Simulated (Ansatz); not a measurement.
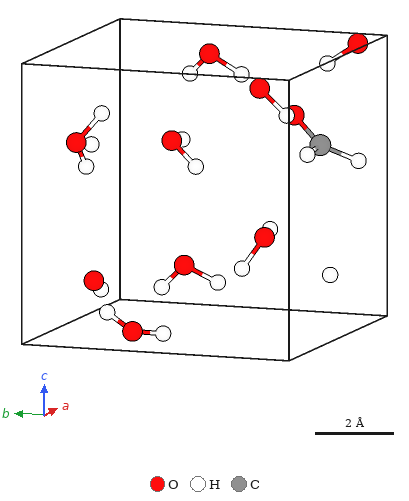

Starting frame of a dynamics run of a periodic cell with 8 H2O + 1 H2CO at 0.739 g/cm³. A ball-and-stick model of the simulation cell, seen from a free direction.

These are results of DFT PBE-D3(BJ), scalar-relativistic, plane waves, PAW in Ansatz, not measurements.

Input file:
```yaml
accuracy: low
crystal:
  lattice:
    - [7.314253, 0.0, 0.0]
    - [0.0, 7.314253, 0.0]
    - [0.0, 0.0, 7.314253]
  atoms:
    - { symbol: O, position: [0.52003126, 0.48885382, 0.98271488] }
    - { symbol: H, position: [0.57200158, 0.58057822, 0.89844083] }
    - { symbol: H, position: [0.54024721, 0.37626447, 0.91251726] }
    - { symbol: O, position: [0.65486879, 0.33223861, 0.31578936] }
    - { symbol: H, position: [0.61237482, 0.40098853, 0.207181] }
    - { symbol: H, position: [0.78638633, 0.35975459, 0.32225597] }
    - { symbol: O, position: [1.00524268, 0.11154119, 0.96351641] }
    - { symbol: H, position: [0.92357236, 0.19592897, 0.90038827] }
    - { symbol: H, position: [1.0297411, 0.01941963, 0.8681668] }
    - { symbol: O, position: [0.04180563, 0.40769544, 0.3106638] }
    - { symbol: H, position: [0.0753369, 0.50387187, 0.22097592] }
    - { symbol: H, position: [0.08793102, 0.29860398, 0.24749152] }
    - { symbol: O, position: [0.61349865, 0.66407096, 0.6477451] }
    - { symbol: H, position: [0.74636778, 0.67354668, 0.63004662] }
    - { symbol: H, position: [0.58085915, 0.56224544, 0.56612042] }
    - { symbol: O, position: [0.65707258, 0.97169696, 0.12321247] }
    - { symbol: H, position: [0.64296933, 1.08210475, 0.19854126] }
    - { symbol: H, position: [0.78042596, 0.99045033, 0.07190339] }
    - { symbol: O, position: [0.1954274, 0.65753269, 0.03506618] }
    - { symbol: H, position: [0.24463546, 0.77016127, 0.08856127] }
    - { symbol: H, position: [0.30901415, 0.58449954, 0.01327364] }
    - { symbol: O, position: [0.04018429, 0.81087906, 0.72394843] }
    - { symbol: H, position: [0.12799174, 0.80618658, 0.62453005] }
    - { symbol: H, position: [0.09793233, 0.73673551, 0.82308801] }
    - { symbol: O, position: [0.68346634, 0.23124391, 0.7525063] }
    - { symbol: C, position: [0.61104626, 0.10730996, 0.66478025] }
    - { symbol: H, position: [0.69511603, -0.00501031, 0.60174879] }
    - { symbol: H, position: [0.45811806, 0.09939186, 0.65556799] }
basis:
  ecutwfc: 420.0
kpoints:
  mp_grid: { grid: [1, 1, 1] }
hamiltonian:
  xc: pbe
  dispersion: d3bj
scf:
  occupations: { method: fermi_dirac, width: 0.02 }
  lower_state_search: "off"
md:
  timestep: 0.5
  n_steps: 300
  ensemble: nvt_langevin
  temperature: 500.0
  initial_velocities: maxwell_boltzmann
  seed: 384580
  friction: 0.02
  masses: [{ species: H, mass: 2.014 }]
```

Run as
```bash
ansatz run input.yaml --threads 1 --pin off --max-ram 3072MiB --backend cpu --events-out ev --progress --plain --runs-dir out
```

### What does the trajectory do?

Over the second half the temperature averages 488 K (spread ±71 K). The potential energy in the second half lies on average 44.6 meV per atom above the first frame. Root-mean-square distances from the starting positions over the second half, with the common drift of all atoms taken out: H 0.55 Å, O 0.46 Å, C 0.35 Å. The heavy atoms stay within a fraction of a molecule's size of their starting places; so short a run doesn't tell a liquid from a solid.

Along the run (each row but the first and the last is the mean over the interval that it begins):

```tsv
time (fs)	potential energy (meV/atom)	T (K)
0.0	0.0	482
18.5	34.7	310
37.0	34.9	407
55.5	39.2	451
74.0	44.5	422
92.5	50.3	471
111.0	42.3	542
129.5	41.0	511
148.0	52.1	413
```

The paths of the atoms:

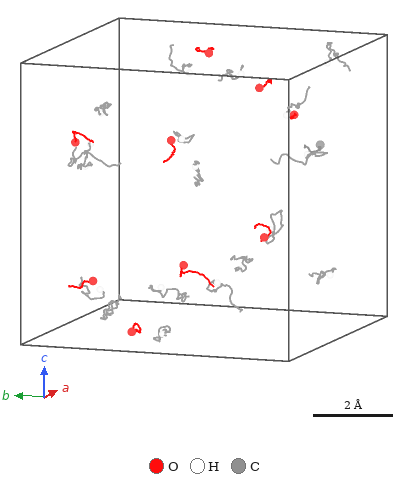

Limits of the set-up: the program's low-accuracy preset was used; masses were changed (H 2.014 u), which shifts the vibrations; the periodic images lie only 7.3 Å apart, so the values are limited by the cell's size.
